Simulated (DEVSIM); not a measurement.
Device: illuminated Si n-on-p cell, one wavelength, with a back-surface field, at 300 K.

```tsv
layer (left to right)	material	thickness (μm)	Nd (cm⁻³)	Na (cm⁻³)	τn (s)	τp (s)	absorption coefficient (cm⁻¹)
1	Si	0.270	1.8e18	-	5e-7	2.7e-6	7800
2	Si	27.0	-	6.9e15	1.6e-5	1.6e-5	7800
3	Si	1.10	-	5.2e18	1.6e-5	1.6e-5	7800
```

Left contact: ohmic, minority hole recombination velocity 100 cm/s. Right contact: ohmic, minority electron recombination velocity 3000 cm/s. Voltage is applied to the left contact. Recombination: SRH at mid-gap, radiative. Light enters at the left, 1.7e18 photons cm⁻² s⁻¹, one pass, no reflection. Mobility is constant in doping.

This is a model device: material constants are rounded textbook-type values typed into the input, and sizes, dopings and lifetimes were drawn at random. Values at 300 K.

| parameter | Si |
|---|---|
| gap (eV) | 1.124 |
| affinity (eV) | 4.05 |
| permittivity | 11.7 |
| Nc (cm⁻³) | 2.86e19 |
| Nv (cm⁻³) | 3.1e19 |
| μn (cm²/Vs) | 1417 |
| μp (cm²/Vs) | 470 |
| B (cm³/s) | 4.7e-15 |

Model (solved in DEVSIM): 1D drift-diffusion, Boltzmann statistics, complete ionisation; no tunnelling, impact ionisation, image-force lowering or self-heating.

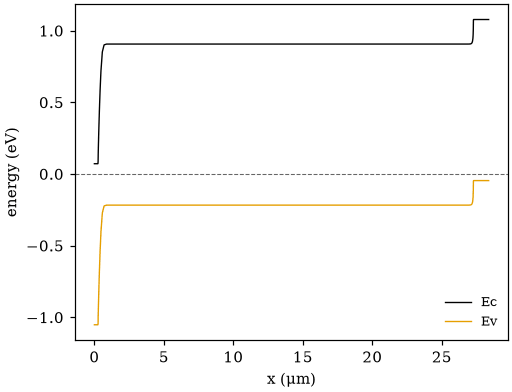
Band edges at zero bias, in the dark

Energies count from the Fermi level of the right contact; mesh points crowd at the junctions.

```tsv
x (μm)	Ec (eV)	Ev (eV)	n (cm⁻³)	p (cm⁻³)	field (V/cm)
0.000	0.071	-1.052	1.8e18	< 1e2	≈ 0
0.03841	0.071	-1.052	1.8e18	< 1e2	≈ 0
0.1269	0.071	-1.052	1.8e18	< 1e2	≈ 0
0.2231	0.071	-1.052	1.8e18	< 1e2	≈ 0
0.2754	0.136	-0.988	1.5e17	790	53000
0.3276	0.337	-0.787	6.3e13	1800000	34000
0.4721	0.718	-0.406	2.5e7	4.6e12	19000
1.150	0.907	-0.217	17000	6.9e15	≈ 0
2.749	0.907	-0.217	17000	6.9e15	≈ 0
7.178	0.907	-0.217	17000	6.9e15	≈ 0
17.53	0.907	-0.217	17000	6.9e15	≈ 0
24.85	0.907	-0.217	17000	6.9e15	≈ 0
26.41	0.907	-0.217	17000	6.9e15	≈ 0
26.98	0.907	-0.217	17000	6.9e15	32
27.21	0.928	-0.196	7500	1.6e16	5000
27.26	1.008	-0.116	330	3.5e17	51000
27.30	1.078	-0.046	< 1e2	5.2e18	≈ 0
27.39	1.078	-0.046	< 1e2	5.2e18	≈ 0
27.77	1.078	-0.046	< 1e2	5.2e18	≈ 0
28.15	1.078	-0.046	< 1e2	5.2e18	≈ 0
28.30	1.078	-0.046	< 1e2	5.2e18	≈ 0
28.37	1.078	-0.046	< 1e2	5.2e18	≈ 0
```
